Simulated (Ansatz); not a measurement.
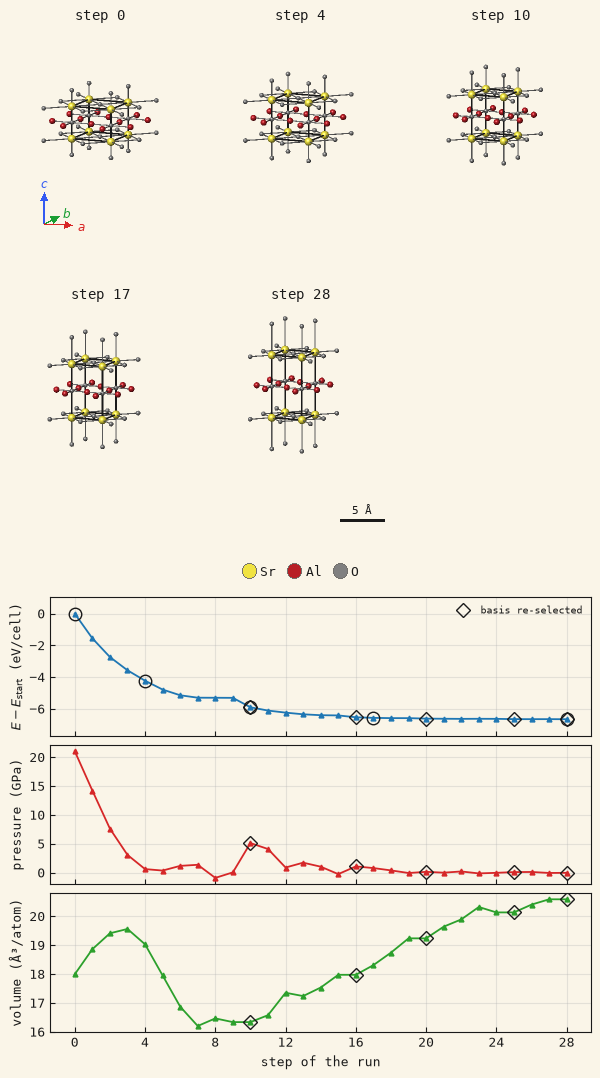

Frames of a relaxation of solid SrAl$_{2}$O$_{2}$ (a generated structure, set up in P4/mmm) (coarse preliminary run), marked on the history of the run. Style: ball-and-stick. Shown: the cell of the calculation, slightly off an axis.

Level of theory: DFT PBE, scalar-relativistic, plane waves, PAW (Ansatz). Settings: plane-wave cutoff 420 eV; k-point mesh 4 × 4 × 4; occupations gaussian; smearing width 0.1 eV; no spin polarisation; cell and atoms relaxed; force threshold 0.04 eV/Å; at most 70 steps.

> What happens along the run?

The energy falls by 6.655 eV per cell of the calculation in 23 accepted moves (28 points after the start). All forces vanish by symmetry, so only the cell relaxes. The pressure goes from 21.04 to −0.03 GPa. The SCF was repeated 5 times at an unchanged geometry on a basis and grid sized afresh for the cell, which shifted the energy by 0.594 eV per cell of the calculation at most. No atom moves by more than 0.005 Å relative to the cell. The drawn cell changes as follows: a = b 4.892 → 3.763 Å (−23.1 %), c 3.759 → 7.270 Å (+93.4 %); the volume changes by +14.4 %. Among the contacts that change: O–Sr 1.880 → 3.635 Å, Al–Sr 3.085 → 4.093 Å, O–Sr 3.459 → 2.661 Å, Al–O 2.446 → 1.881 Å. The space group stays P4/mmm (No. 123). From step 0 to 4: volume +5.8 %, energy −4.227 eV per cell of the calculation. From step 4 to 10: volume −14.2 %, energy −1.675 eV per cell of the calculation. From step 10 to 17: volume +12.1 %, energy −0.667 eV per cell of the calculation. From step 17 to 28: volume +12.4 %, energy −85.6 meV per cell of the calculation.

```csv
step,"E − E(0), meV/atom","pressure, GPa","volume, Å³/atom",note
0,0.00,21.04,17.992,
1,-310.77,14.23,18.859,
2,-546.94,7.63,19.411,
3,-713.95,3.08,19.561,
4,-845.45,0.62,19.030,
5,-957.08,0.37,17.953,
6,-1029.08,1.18,16.873,
7,-1059.72,1.37,16.203,
8,-1060.52,-0.90,16.466,
9,-1061.57,0.05,16.337,
10,-1180.42,5.13,16.337,"same geometry, new basis"
11,-1221.99,4.10,16.577,
12,-1247.91,0.89,17.353,
13,-1268.96,1.73,17.238,
14,-1280.43,1.04,17.533,
15,-1283.23,-0.25,17.974,
16,-1306.57,1.09,17.974,"same geometry, new basis"
17,-1313.90,0.80,18.309,
18,-1317.25,0.39,18.742,
19,-1317.50,-0.06,19.236,
20,-1323.28,0.14,19.236,"same geometry, new basis"
21,-1325.18,0.00,19.640,
22,-1326.49,0.21,19.891,
23,-1325.62,-0.13,20.321,
24,-1326.28,-0.02,20.133,
25,-1329.87,0.10,20.133,"same geometry, new basis"
26,-1330.31,0.12,20.403,
27,-1330.06,-0.05,20.587,
28,-1331.02,-0.03,20.587,"same geometry, new basis"
```

Limits of the set-up: the k-point mesh is coarse for a cell with partly filled bands.
